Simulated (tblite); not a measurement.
Run report: C₃H₁₃Si₃, geometry relaxation (part 2 of 2)

C₃H₁₃Si₃, multiplicity 2; GFN2-xTB geometry optimisation, gas phase (tblite 0.8.0). It belongs to a series of runs on one base structure; here: H added to sp2 C.

Geometry of the input (Å):
```
Si -2.5688  0.6875  0.6031
C  -1.7943  0.0093  -0.8922
C  -0.4582  0.4823  -1.3951
Si 0.9608  -0.7209  -1.2209
C  1.3108  -1.2213  0.5439
Si 2.0446  0.2351  1.3904
H  -3.9509  0.1538  0.7278
H  -1.7769  0.3016  1.7967
H  -2.6215  2.1653  0.5130
H  -2.3495  -0.7521  -1.4209
H  -0.1890  1.4372  -0.9377
H  -0.5876  0.6938  -2.4668
H  2.1708  -0.1720  -1.8538
H  0.6207  -1.9594  -1.9738
H  0.3940  -1.5412  1.0405
H  2.0067  -2.0620  0.5698
H  2.3230  -0.1023  2.8147
H  1.1207  1.3904  1.3768
H  3.3349  0.6434  0.7771
```

### Trajectory as extended XYZ, continued
```
19
Properties=species:S:1:pos:R:3:forces:R:3 step=73 energy=-493.98108
Si   -2.3957    0.6032    0.6705   -0.0050   0.0030   0.0280
C    -1.7363    0.0577   -0.9629   -0.0040  -0.0050   0.0110
C    -0.4802    0.5190   -1.5469    0.0090   0.0020   0.0050
Si    0.9041   -0.8112   -1.3104    0.0190  -0.0170   0.0120
C     1.2180   -1.1178    0.5336    0.0010  -0.0040  -0.0080
Si    1.9615    0.3370    1.5075   -0.0070  -0.0130  -0.0150
H    -3.7588    0.0838    0.8108    0.0020   0.0110  -0.0090
H    -1.6068    0.1280    1.8247   -0.0060   0.0030  -0.0120
H    -2.4007    2.0723    0.7497    0.0060  -0.0090   0.0040
H    -2.2652   -0.6909   -1.5357   -0.0020  -0.0120  -0.0100
H    -0.1402    1.4469   -1.0905   -0.0030   0.0200   0.0060
H    -0.5677    0.6712   -2.6246    0.0040  -0.0040  -0.0090
H     2.1188   -0.3185   -1.9763   -0.0070  -0.0020  -0.0010
H     0.4650   -2.0454   -1.9781   -0.0090   0.0070  -0.0010
H     0.2822   -1.4144    1.0080    0.0130   0.0000  -0.0090
H     1.8896   -1.9720    0.6258   -0.0080   0.0070   0.0000
H     2.2222   -0.0905    2.8857   -0.0030   0.0060   0.0100
H     1.0503    1.4813    1.5149   -0.0120   0.0030  -0.0010
H     3.2300    0.7289    0.8867    0.0130   0.0060   0.0000
19
Properties=species:S:1:pos:R:3:forces:R:3 step=85 energy=-493.98250
Si   -2.3789    0.5975    0.6856   -0.0130   0.0110   0.0190
C    -1.7257    0.0618   -0.9536   -0.0060  -0.0070   0.0050
C    -0.4684    0.5150   -1.5411   -0.0090  -0.0010  -0.0010
Si    0.9100   -0.8236   -1.3208    0.0120  -0.0170   0.0410
C     1.2235   -1.1208    0.5247   -0.0030  -0.0080  -0.0030
Si    1.9367    0.3521    1.4953   -0.0180  -0.0230  -0.0170
H    -3.7613    0.1245    0.7995    0.0050   0.0030  -0.0010
H    -1.6170    0.0716    1.8350   -0.0060  -0.0060   0.0000
H    -2.3391    2.0633    0.8020    0.0140  -0.0060  -0.0080
H    -2.2649   -0.6770   -1.5299    0.0000  -0.0130  -0.0100
H    -0.1211    1.4392   -1.0816    0.0000   0.0110  -0.0230
H    -0.5605    0.6659   -2.6186    0.0030   0.0300  -0.0010
H     2.1211   -0.3400   -1.9974    0.0070   0.0040  -0.0020
H     0.4557   -2.0527   -1.9861   -0.0090  -0.0080  -0.0010
H     0.2852   -1.4212    0.9929    0.0280  -0.0050  -0.0040
H     1.9012   -1.9688    0.6300   -0.0120   0.0210  -0.0110
H     2.1730   -0.0571    2.8823    0.0060  -0.0040   0.0280
H     1.0083    1.4815    1.4755   -0.0130   0.0180  -0.0030
H     3.2124    0.7574    0.8989    0.0130   0.0000  -0.0100
19
Properties=species:S:1:pos:R:3:forces:R:3 step=97 energy=-493.98476
Si   -2.3537    0.5854    0.7035   -0.0040   0.0130  -0.0010
C    -1.7095    0.0641   -0.9441   -0.0190   0.0030  -0.0100
C    -0.4584    0.5232   -1.5417   -0.0050  -0.0110   0.0080
Si    0.9047   -0.8340   -1.3263    0.0000   0.0060   0.0050
C     1.2327   -1.1269    0.5168    0.0000   0.0050   0.0060
Si    1.8943    0.3705    1.4846    0.0030   0.0100   0.0040
H    -3.7656    0.1985    0.7843    0.0080   0.0130  -0.0050
H    -1.6546   -0.0256    1.8501    0.0040  -0.0120   0.0090
H    -2.2099    2.0403    0.8553   -0.0010   0.0010   0.0050
H    -2.2501   -0.6757   -1.5181    0.0010  -0.0110  -0.0140
H    -0.1059    1.4452   -1.0817    0.0020  -0.0110  -0.0070
H    -0.5589    0.6845   -2.6174    0.0050  -0.0090   0.0100
H     2.1194   -0.3744   -2.0139    0.0010   0.0050  -0.0020
H     0.4249   -2.0611   -1.9788   -0.0010   0.0050   0.0010
H     0.3087   -1.4621    0.9879    0.0030  -0.0080   0.0000
H     1.9409   -1.9494    0.6168   -0.0010   0.0020  -0.0060
H     2.1051   -0.0004    2.8878   -0.0030  -0.0120  -0.0040
H     0.9472    1.4834    1.4166    0.0020   0.0080   0.0080
H     3.1790    0.7831    0.9109    0.0050   0.0030  -0.0040
19
Properties=species:S:1:pos:R:3:forces:R:3 step=109 energy=-493.98576
Si   -2.3460    0.5845    0.7054    0.0010  -0.0050   0.0170
C    -1.7143    0.0633   -0.9472   -0.0070   0.0080   0.0030
C    -0.4607    0.5170   -1.5424    0.0080  -0.0010  -0.0030
Si    0.9025   -0.8382   -1.3254   -0.0040   0.0090  -0.0150
C     1.2397   -1.1253    0.5156    0.0050   0.0040   0.0030
Si    1.8799    0.3813    1.4837    0.0110   0.0090   0.0060
H    -3.7718    0.2511    0.7747    0.0010   0.0070  -0.0020
H    -1.6756   -0.0722    1.8463   -0.0090   0.0010  -0.0120
H    -2.1505    2.0303    0.8837    0.0040  -0.0030  -0.0050
H    -2.2541   -0.6800   -1.5178   -0.0030  -0.0010  -0.0090
H    -0.1074    1.4392   -1.0842    0.0020   0.0010   0.0000
H    -0.5537    0.6757   -2.6187   -0.0190  -0.0050  -0.0040
H     2.1136   -0.3758   -2.0187   -0.0040  -0.0050   0.0020
H     0.4158   -2.0640   -1.9751    0.0110  -0.0010   0.0020
H     0.3269   -1.4830    0.9910   -0.0080   0.0000  -0.0010
H     1.9664   -1.9320    0.6085    0.0060  -0.0090   0.0060
H     2.0789    0.0019    2.8864    0.0070   0.0050  -0.0020
H     0.9350    1.4966    1.4128   -0.0010  -0.0140   0.0050
H     3.1656    0.7981    0.9139    0.0010   0.0010   0.0100
19
Properties=species:S:1:pos:R:3:forces:R:3 step=121 energy=-493.98705
Si   -2.3457    0.5838    0.7040    0.0090  -0.0130   0.0210
C    -1.7270    0.0608   -0.9530   -0.0010   0.0020   0.0050
C    -0.4719    0.5067   -1.5522   -0.0170   0.0070  -0.0010
Si    0.9020   -0.8359   -1.3259    0.0040  -0.0110   0.0110
C     1.2543   -1.1184    0.5146   -0.0020  -0.0040   0.0020
Si    1.8810    0.3873    1.4939    0.0030  -0.0060  -0.0030
H    -3.7875    0.3247    0.7656    0.0070   0.0000  -0.0050
H    -1.7118   -0.1284    1.8331   -0.0170   0.0070  -0.0110
H    -2.0789    2.0144    0.9057    0.0040   0.0020  -0.0020
H    -2.2758   -0.6764   -1.5235    0.0070   0.0010   0.0010
H    -0.1197    1.4343   -1.1033    0.0000  -0.0010  -0.0040
H    -0.5715    0.6547   -2.6296    0.0080   0.0000  -0.0030
H     2.1072   -0.3725   -2.0272    0.0040   0.0090  -0.0020
H     0.4266   -2.0719   -1.9642    0.0000  -0.0040  -0.0030
H     0.3472   -1.4895    0.9922    0.0050   0.0060  -0.0030
H     1.9907   -1.9180    0.6014   -0.0110   0.0050  -0.0010
H     2.0844    0.0021    2.8941    0.0040  -0.0040   0.0050
H     0.9212    1.4892    1.4318   -0.0050   0.0010  -0.0020
H     3.1654    0.8213    0.9350   -0.0010   0.0040  -0.0060
19
Properties=species:S:1:pos:R:3:forces:R:3 step=133 energy=-493.98746
Si   -2.3428    0.5815    0.7065   -0.0010   0.0080  -0.0010
C    -1.7297    0.0606   -0.9534    0.0030  -0.0060   0.0070
C    -0.4755    0.5027   -1.5567   -0.0050   0.0010   0.0010
Si    0.9028   -0.8358   -1.3244    0.0000   0.0040  -0.0020
C     1.2584   -1.1169    0.5153   -0.0050   0.0020   0.0020
Si    1.8816    0.3895    1.4949   -0.0030   0.0030   0.0020
H    -3.7917    0.3609    0.7537    0.0020   0.0040  -0.0030
H    -1.7449   -0.1565    1.8372    0.0010  -0.0040  -0.0060
H    -2.0355    2.0025    0.9197   -0.0020  -0.0050   0.0010
H    -2.2802   -0.6777   -1.5210    0.0070   0.0010   0.0040
H    -0.1227    1.4337   -1.1153   -0.0010  -0.0030   0.0020
H    -0.5743    0.6426   -2.6353   -0.0010   0.0000   0.0010
H     2.1020   -0.3596   -2.0278    0.0080  -0.0040   0.0000
H     0.4338   -2.0753   -1.9609    0.0020   0.0010  -0.0030
H     0.3518   -1.4869    0.9939   -0.0030  -0.0030   0.0010
H     1.9948   -1.9161    0.6026   -0.0060   0.0000  -0.0040
H     2.0913   -0.0004    2.8933    0.0070   0.0020  -0.0010
H     0.9109    1.4820    1.4372   -0.0010   0.0040   0.0030
H     3.1599    0.8377    0.9331   -0.0010  -0.0020  -0.0040
```

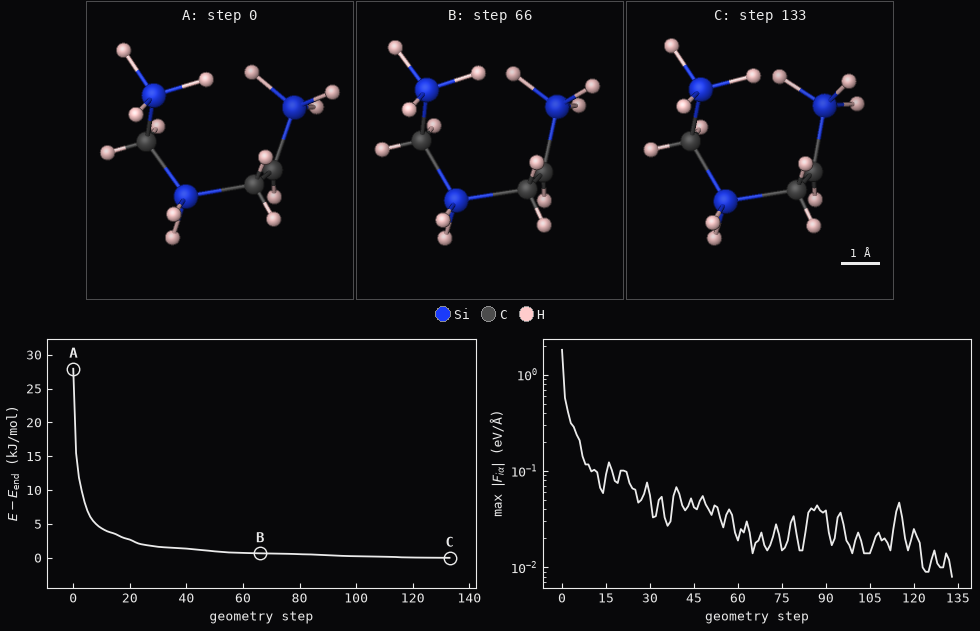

**Figure 1.** Frames of the relaxation (ball-and-stick view, seen at a tilt) above the curves, on which the letters mark them (steps are counted from 0).

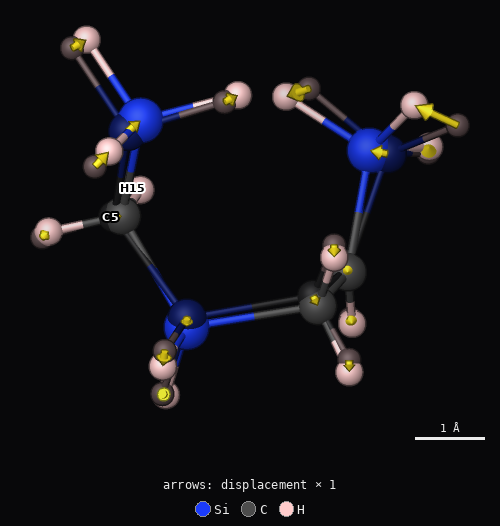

**Figure 2.** Start (faint) and end (solid) with the displacements as yellow arrows, at true length (ball-and-stick view, seen at a tilt). The two geometries are laid on each other by the best rigid fit. H9 moves most after the best rigid fit: 0.73 Å. Largest moves by element: H 0.73 Å, Si 0.27 Å, C 0.16 Å. Among the contacts that change: C3–Si4 1.869 → 1.935 Å, C5–Si6 1.837 → 1.902 Å, C2–C3 1.504 → 1.460 Å, Si1–C2 1.815 → 1.845 Å. Among the angles that change: Si4–C5–Si6 107.3° → 116.4°, C3–C2–H10 121.0° → 115.3°, C2–C3–Si4 116.2° → 110.7°. After 133 geometry steps the energy has fallen by 27.9 kJ/mol. Largest force component: 1.8 eV/Å at the start, 0.008 eV/Å at the end. (Atoms are counted from 1 in the order of the input.)
